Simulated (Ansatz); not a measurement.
The calculation's input:

```
crystal:
  lattice:
    - [5.0925454291, 0.0, 0.0]
    - [-2.5462727146, 4.4102737115, 0.0]
    - [0.0, 0.0, 6.0806995288]
  atoms:
    - { symbol: Na, position: [0.3333333333, 0.6666666667, 0.75] }
    - { symbol: Na, position: [0.6666666667, 0.3333333333, 0.25] }
    - { symbol: Hg, position: [0.0, 0.0, 0.0] }
    - { symbol: Hg, position: [0.0, 0.0, 0.5] }
    - { symbol: H, position: [0.8368939349, 0.6737878697, 0.75] }
    - { symbol: H, position: [0.3262121303, 0.1631060651, 0.75] }
    - { symbol: H, position: [0.8368939349, 0.1631060651, 0.75] }
    - { symbol: H, position: [0.1631060651, 0.3262121303, 0.25] }
    - { symbol: H, position: [0.6737878697, 0.8368939349, 0.25] }
    - { symbol: H, position: [0.1631060651, 0.8368939349, 0.25] }
basis:
  ecutwfc: 420
kpoints:
  mp_grid: { grid: [12, 12, 8] }
  band_path:
    path:
      - [[0.0, 0.0, 0.0], [0.5, 0.0, 0.0], [0.33333333, 0.33333333, 0.0], [0.0, 0.0, 0.0], [0.0, 0.0, 0.5], [0.5, 0.0, 0.5], [0.33333333, 0.33333333, 0.5], [0.0, 0.0, 0.5]]
      - [[0.5, 0.0, 0.5], [0.5, 0.0, 0.0]]
      - [[0.33333333, 0.33333333, 0.5], [0.33333333, 0.33333333, 0.0]]
    npoints: 14
hamiltonian:
  xc: pbe
scf:
  occupations: { method: gaussian, width: 0.1 }
  n_extra_bands: 25
output:
  forces: true
  stress: true
  eigenvalues: true
  populations: true
  dos: { projected: true, de: 0.02, nscf_kmesh: { grid: [15, 15, 10] } }
  bader: true
  write_density: true
  write_potential: true
  elf: true
  volumetric_format: npy
```

Run with:

```sh
ansatz run input.yaml --threads 1 --pin off --max-ram 2048MiB --backend cpu --events-out ev --progress --plain --runs-dir out
```

Below, planes, directions and counts refer to the conventional cell (a = 5.09 Å, b = 5.09 Å, c = 6.08 Å, α = 90.00°, β = 90.00°, γ = 120.00°).

Space group P6₃/mmc; a structure generated by program, which may or may not match a known phase.

Level of theory: DFT PBE, scalar-relativistic, plane waves, PAW in Ansatz.

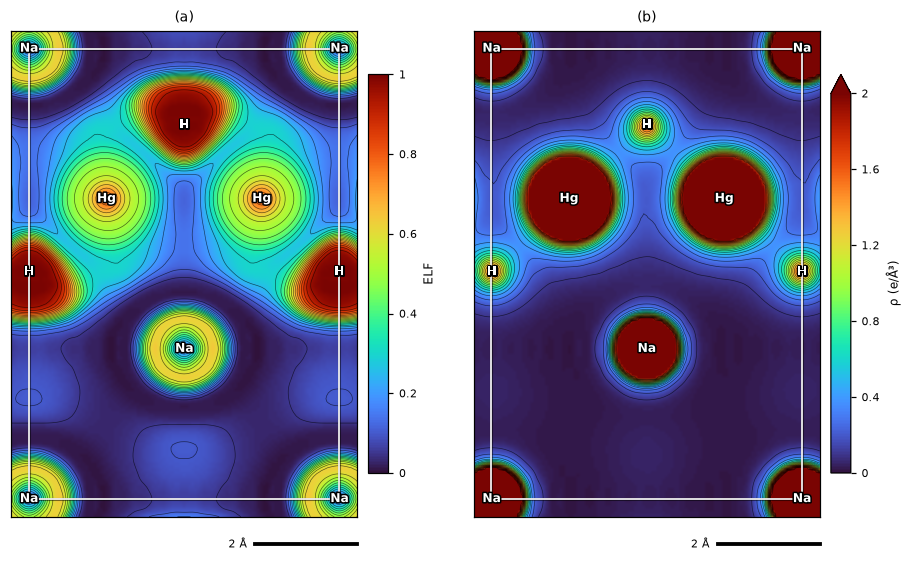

NaHgH$_{3}$. (a) electron localisation function; (b) valence pseudo-density on the (110) plane of the conventional cell.

The density is the valence pseudo-density of a PAW calculation; it isn't the true density close to the nuclei.

Describe what can be read from this map.

Answer. Atoms in the plane: Na, Hg and H. Hg–H (2.09 Å): ρ at the midpoint is about 0.67 e/Å³; the ELF climbs to about 1 towards the hydrogen. Between the atoms the lowest density in this plane is 0.007 e/Å³. The features right at Na and Hg lie inside the PAW spheres, where the map follows smoothed inner orbitals and isn't to be read closely.
